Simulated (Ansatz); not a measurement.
## Geometry relaxation, with input and output: CH6AlNSi (part 1 of 2)

The run: geometry relaxation of CH6AlNSi. Method and program: UKS PBE0/def2-SVP (Ansatz 0.2.0).

It belongs to a series of runs on one base structure; here: end point A relaxed. Figures and captions count atoms from 1; the log counts them from 0 in places.

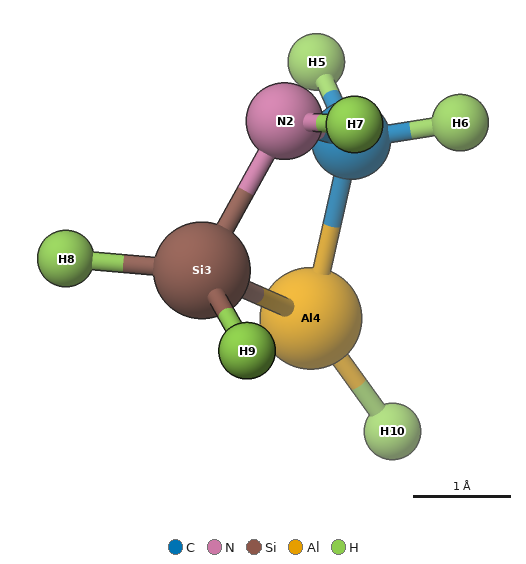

Figure 1. The input geometry (ball-and-stick view, seen at a tilt; atoms are numbered from 1 in the order of the input). Sticks mark near contacts.

Input
```yaml
crystal:
  periodic: [false, false, false]
  atoms:
    - { symbol: C, position_ang: [-0.6296, 0.8054, -0.5233] }
    - { symbol: "N", position_ang: [-0.6312, 0.5387, 0.8993] }
    - { symbol: Si, position_ang: [0.2333, -1.0049, 0.8572] }
    - { symbol: Al, position_ang: [0.4293, -0.645, -1.3976] }
    - { symbol: H, position_ang: [-1.7295, 0.8334, -0.9024] }
    - { symbol: H, position_ang: [-0.2107, 1.8505, -0.7598] }
    - { symbol: H, position_ang: [0.0274, 1.239, 1.3693] }
    - { symbol: H, position_ang: [-0.5544, -2.1145, 1.2616] }
    - { symbol: H, position_ang: [1.5685, -0.8888, 1.5964] }
    - { symbol: H, position_ang: [1.58, -0.6649, -2.3976] }
magnetization:
  spin_polarized: true
basis:
  gaussian: { orbitals: def2-SVP }
hamiltonian:
  xc: pbe0
relax:
  f_tol: 0.02
  max_steps: 50
output:
  orbitals: {}
```

Machine: 2 threads of Arm Neoverse V1, 24 GiB of memory available, shared host.

Command:
```bash
ansatz run input.yaml --threads 2 --pin off --max-ram 3072MiB --backend cpu --events-out ev --progress --plain --runs-dir out
```

Output
```
The last accepted step is kept in [file] (removed where the run ends without a failure and the disk answers)
Engine: ansatz 0.2.0, aarch64-unknown-linux-gnu
Functional definition: PBE0
  parameter a = 0.25
  parameter kappa = 0.804
  parameter beta = 0.06672455060314922
  exchange = (1 - a)*pbe_x(kappa = kappa, mu = beta*pi^2/3) + a*exact_x
  correlation = pbe_c(beta = beta)
996 factors; integrals over basis functions are off by at most 4.1e-4 eV
mean field evaluation 1: about -17074.3244 eV, gradient 3.7e1 eV
mean field evaluation 2: about -17029.5627 eV, gradient 8.5e1 eV
mean field evaluation 4: about -17081.0072 eV, gradient 5.8e0 eV
mean field evaluation 8: about -17081.2106 eV, gradient 2.6e-1 eV
mean field evaluation 16: about -17081.2110 eV, gradient 1.1e-4 eV
mean field -17081.21100494 eV, -627.7229263709 hartree, gradient 2.1e-5 eV, S^2 0.000000; 0 other end points of the search recorded, 0 dependent functions left out
the calculation of the forces begins
reference -17081.21103482 eV, -627.7229274691 hartree; 23, 23 occupied and 71, 71 virtual orbitals, 996 factors
relax step   1: F+E_penalty+E_count = -17081.21100494 eV  Δ(F+E_penalty+E_count) = +0.000e0 eV  max|allowed force component| = 2.701e0 eV/Å  Δτ_max = 0.0000 Å  (30 SCF iters, accepted)
these checks for a lower state are left out or cut short: starts, cluster_reference, orbital_swaps, neighbouring_geometries, increment
996 factors; integrals over basis functions are off by at most 4.2e-4 eV
mean field -17082.06463072 eV, -627.7542965398 hartree, gradient 2.4e-5 eV, S^2 0.000000; 0 other end points of the search recorded, 0 dependent functions left out
[... from here on the field's lines of each further geometry are left out, up to the last ...]
relax step   2: F+E_penalty+E_count = -17082.06463072 eV  Δ(F+E_penalty+E_count) = -8.536e-1 eV  max|allowed force component| = 1.189e0 eV/Å  Δτ_max = 0.1998 Å  (31 SCF iters, accepted)
relax step   3: F+E_penalty+E_count = -17082.24791787 eV  Δ(F+E_penalty+E_count) = -1.833e-1 eV  max|allowed force component| = 7.904e-1 eV/Å  Δτ_max = 0.1950 Å  (31 SCF iters, accepted)
relax step   4: F+E_penalty+E_count = -17082.36187565 eV  Δ(F+E_penalty+E_count) = -1.140e-1 eV  max|allowed force component| = 5.563e-1 eV/Å  Δτ_max = 0.2000 Å  (31 SCF iters, accepted)
relax step   5: F+E_penalty+E_count = -17082.41685393 eV  Δ(F+E_penalty+E_count) = -5.498e-2 eV  max|allowed force component| = 6.502e-1 eV/Å  Δτ_max = 0.1202 Å  (30 SCF iters, accepted)
relax step   6: F+E_penalty+E_count = -17082.26926652 eV  Δ(F+E_penalty+E_count) = +1.476e-1 eV  max|allowed force component| = 2.413e0 eV/Å  Δτ_max = 0.1636 Å  (30 SCF iters, rejected (line search))
relax step   7: F+E_penalty+E_count = -17082.44108166 eV  Δ(F+E_penalty+E_count) = -2.423e-2 eV  max|allowed force component| = 1.872e-1 eV/Å  Δτ_max = 0.0818 Å  (30 SCF iters, accepted)
relax step   8: F+E_penalty+E_count = -17082.44734039 eV  Δ(F+E_penalty+E_count) = -6.259e-3 eV  max|allowed force component| = 8.937e-2 eV/Å  Δτ_max = 0.0848 Å  (30 SCF iters, accepted)
relax step   9: F+E_penalty+E_count = -17082.45219532 eV  Δ(F+E_penalty+E_count) = -4.855e-3 eV  max|allowed force component| = 1.433e-1 eV/Å  Δτ_max = 0.0749 Å  (28 SCF iters, accepted)
relax step  10: F+E_penalty+E_count = -17082.45979209 eV  Δ(F+E_penalty+E_count) = -7.597e-3 eV  max|allowed force component| = 3.490e-1 eV/Å  Δτ_max = 0.1277 Å  (29 SCF iters, accepted)
relax step  11: F+E_penalty+E_count = -17082.47227712 eV  Δ(F+E_penalty+E_count) = -1.249e-2 eV  max|allowed force component| = 6.949e-1 eV/Å  Δτ_max = 0.1948 Å  (29 SCF iters, accepted)
relax step  12: F+E_penalty+E_count = -17082.53719259 eV  Δ(F+E_penalty+E_count) = -6.492e-2 eV  max|allowed force component| = 4.913e-1 eV/Å  Δτ_max = 0.1921 Å  (30 SCF iters, accepted)
relax step  13: F+E_penalty+E_count = -17082.54428926 eV  Δ(F+E_penalty+E_count) = -7.097e-3 eV  max|allowed force component| = 4.038e-1 eV/Å  Δτ_max = 0.1899 Å  (30 SCF iters, accepted)
relax step  14: F+E_penalty+E_count = -17082.55362519 eV  Δ(F+E_penalty+E_count) = -9.336e-3 eV  max|allowed force component| = 6.163e-1 eV/Å  Δτ_max = 0.0902 Å  (28 SCF iters, accepted)
relax step  15: F+E_penalty+E_count = -17082.55837700 eV  Δ(F+E_penalty+E_count) = -4.752e-3 eV  max|allowed force component| = 3.913e-2 eV/Å  Δτ_max = 0.0139 Å  (28 SCF iters, accepted)
relax step  16: F+E_penalty+E_count = -17082.55856720 eV  Δ(F+E_penalty+E_count) = -1.902e-4 eV  max|allowed force component| = 2.455e-2 eV/Å  Δτ_max = 0.0092 Å  (25 SCF iters, accepted)
the calculation of the forces begins
reference -17082.55866688 eV, -627.7724520336 hartree; 23, 23 occupied and 71, 71 virtual orbitals, 996 factors
relax step  17: F+E_penalty+E_count = -17082.55863677 eV  Δ(F+E_penalty+E_count) = -6.957e-5 eV  max|allowed force component| = 1.317e-2 eV/Å  Δτ_max = 0.0035 Å  (23 SCF iters, accepted)
996 factors; integrals over basis functions are off by at most 5.4e-4 eV
mean field evaluation 128: about -17082.4734 eV, gradient 4.0e0 eV
```

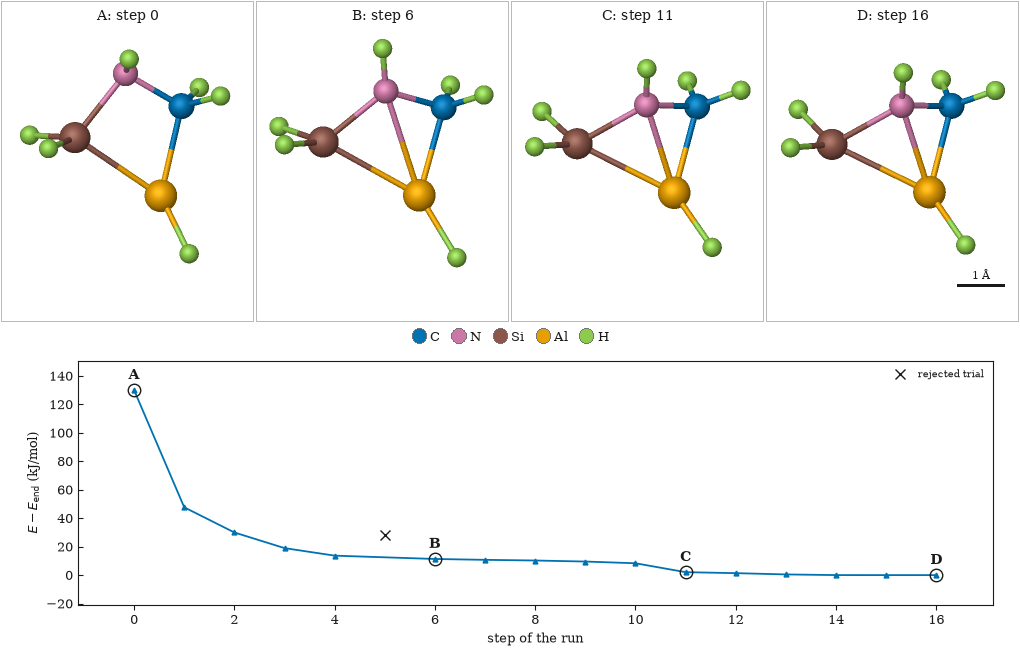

Figure 2. Frames of the relaxation (ball-and-stick view, seen at a tilt) above the curves, on which the letters mark them (the first geometry is step 0 here and step 1 in the log).

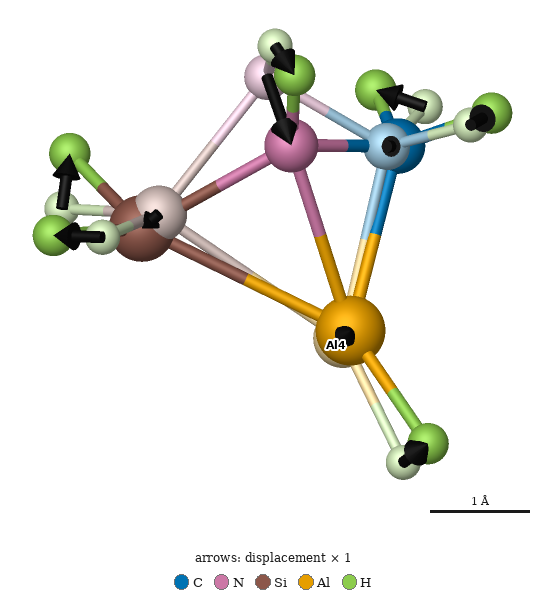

Figure 3. Start (faint) and end (solid) with the displacements as black arrows, at true length (ball-and-stick view, seen at a tilt). The two geometries are laid on each other by the best rigid fit. The energy falls by 130.0 kJ/mol in 16 geometry steps. The largest force component goes from 2.7 to 0.013 eV/Å. The line search rejected the trial step at point 5 (counted from 0) and went back. N2 moves most after the best rigid fit: 0.87 Å. Largest moves by element: N 0.87 Å, H 0.58 Å, Al 0.28 Å, Si 0.24 Å, C 0.23 Å. Among the contacts that change: N2–Al4 2.793 → 2.076 Å, Si3–H8 1.420 → 1.502 Å, Si3–Al4 2.292 → 2.357 Å, C1–H5 1.164 → 1.101 Å. New bonds form: N2–Al4 (2.79 → 2.08 Å). Among the angles that change: N2–C1–Al4 107.3° → 72.5°, N2–Si3–Al4 85.9° → 57.9°, Si3–N2–H7 106.3° → 124.7°. (Atoms are counted from 1 in the order of the input.)

```
mean field -17082.55863677 eV, -627.7724509271 hartree, gradient 4.0e-5 eV, S^2 0.000000; 1 other end points of the search recorded, 0 dependent functions left out
the calculation of the forces begins
reference -17082.55866688 eV, -627.7724520336 hartree; 23, 23 occupied and 71, 71 virtual orbitals, 996 factors
Total energy: -17082.55866688 eV, -627.7724520336 hartree
Atom 0 at    -0.810724     0.783982    -0.666562 Å, force    -0.001437     0.007206    -0.001876 eV/Å
Atom 1 at     0.122540     0.528049     0.455647 Å, force    -0.001739    -0.006544     0.013173 eV/Å
Atom 2 at     0.269840    -1.238521     0.872385 Å, force     0.002130     0.001814    -0.001731 eV/Å
Atom 3 at     0.582079    -0.438506    -1.322800 Å, force     0.001230    -0.001781    -0.002005 eV/Å
Atom 4 at    -1.863812     0.534654    -0.465267 Å, force     0.000274    -0.001268     0.001067 eV/Å
Atom 5 at    -0.725701     1.822753    -1.019949 Å, force     0.000205     0.000079    -0.000664 eV/Å
Atom 6 at     0.322110     1.294355     1.096529 Å, force    -0.000944     0.000190    -0.008412 eV/Å
Atom 7 at    -0.969921    -1.794845     1.512432 Å, force     0.000440     0.000666     0.000374 eV/Å
Atom 8 at     1.376402    -1.334830     1.876264 Å, force    -0.000693    -0.000515    -0.000228 eV/Å
Atom 9 at     1.780288    -0.208191    -2.335580 Å, force     0.000535     0.000154     0.000302 eV/Å
Dipole moment:    -0.057369     0.196658     0.070533 e Å
```

Trajectory as extended XYZ (Å, eV, eV/Å), 17 frames, from step=1 to step=17
```
10
Properties=species:S:1:pos:R:3:forces:R:3 step=1 energy=-17081.21101
C    -0.6296    0.8054   -0.5233   -2.2358   2.7006  -2.6401
N    -0.6312    0.5387    0.8993    2.1963   0.6144   1.2540
Si    0.2333   -1.0049    0.8572    1.3017  -0.3655   1.2569
Al    0.4293   -0.6450   -1.3976    0.1546   0.5364   0.2463
H    -1.7295    0.8334   -0.9024    1.3690   0.2543   0.3373
H    -0.2107    1.8505   -0.7598   -0.6067  -1.0285   0.1108
H     0.0274    1.2390    1.3693   -1.4298  -1.1407  -0.6109
H    -0.5544   -2.1145    1.2616   -0.7812  -1.2285   0.9945
H     1.5685   -0.8888    1.5964   -0.4147  -0.2474   0.1546
H     1.5800   -0.6649   -2.3976    0.4467  -0.0953  -1.1034
10
Properties=species:S:1:pos:R:3:forces:R:3 step=2 energy=-17082.06463
C    -0.6637    0.8726   -0.5933   -0.8171   0.7051  -0.7570
N    -0.5623    0.4997    0.8373    1.1892   0.3490   0.0700
Si    0.2617   -1.0827    0.9156    0.4079  -0.1194   0.3804
Al    0.5199   -0.5552   -1.3755   -0.0421   0.2565  -0.0319
H    -1.7356    0.8994   -0.9341    0.5588   0.0035   0.1925
H    -0.2809    1.9036   -0.7998   -0.1371  -0.3193   0.1585
H     0.0024    1.2032    1.3503   -0.7300  -0.4210  -0.2390
H    -0.5657   -2.1753    1.4515   -0.2024  -0.3160   0.3040
H     1.5439   -0.9748    1.7147   -0.2179  -0.1161   0.1824
H     1.5634   -0.6416   -2.5634   -0.0093  -0.0224  -0.2598
10
Properties=species:S:1:pos:R:3:forces:R:3 step=3 energy=-17082.24792
C    -0.6650    0.9143   -0.6501    0.0959  -0.3296   0.3317
N    -0.4812    0.4695    0.7648    0.7904   0.2824  -0.0472
Si    0.3250   -1.1249    0.9410   -0.0656   0.2151   0.0298
Al    0.5400   -0.5125   -1.3924    0.0238   0.0570  -0.0186
H    -1.7250    0.9210   -0.9421   -0.1477  -0.0141  -0.0319
H    -0.3052    1.9480   -0.7996    0.0702  -0.0069  -0.0331
H    -0.0588    1.2017    1.3477   -0.4747  -0.2143  -0.1065
H    -0.5434   -2.2004    1.5163   -0.0543  -0.0197  -0.0474
H     1.5003   -1.0323    1.8958   -0.1447   0.0143  -0.1256
H     1.4964   -0.6356   -2.6784   -0.0932   0.0158   0.0489
10
Properties=species:S:1:pos:R:3:forces:R:3 step=4 energy=-17082.36188
C    -0.6449    0.8962   -0.6406    0.1636  -0.0906   0.3070
N    -0.3423    0.5037    0.7594    0.1444   0.3443  -0.5563
Si    0.3331   -1.1056    0.9393    0.3239  -0.0864   0.0551
Al    0.5680   -0.5108   -1.3916   -0.1442  -0.0344   0.2104
H    -1.7214    0.8775   -0.8691   -0.1318   0.0221  -0.0848
H    -0.2849    1.9181   -0.8498   -0.0227   0.1222  -0.0630
H    -0.2326    1.2799    1.4083   -0.1587  -0.2256   0.0887
H    -0.5714   -2.1729    1.4678   -0.1341  -0.0513   0.0490
H     1.5093   -1.0897    1.8783   -0.0206  -0.0316   0.0359
H     1.4703   -0.6475   -2.6988   -0.0197   0.0312  -0.0421
10
Properties=species:S:1:pos:R:3:forces:R:3 step=5 energy=-17082.41685
C    -0.6369    0.9098   -0.6511    0.1117  -0.2542   0.0139
N    -0.2323    0.5159    0.7126   -0.0598   0.6502  -0.1850
Si    0.3688   -1.1093    0.9492    0.1330  -0.3507  -0.0118
Al    0.5730   -0.5042   -1.3610   -0.1026  -0.0003  -0.0207
H    -1.7259    0.8565   -0.8399    0.0366   0.0423   0.0297
H    -0.2955    1.9330   -0.9000   -0.0729  -0.0003   0.0227
H    -0.3189    1.2489    1.4102   -0.0661  -0.1082   0.2053
H    -0.6026   -2.1361    1.4593   -0.0514   0.0069   0.0581
H     1.5225   -1.1396    1.9113   -0.0271   0.0273   0.0128
H     1.4310   -0.6258   -2.6876    0.0986  -0.0130  -0.1249
```
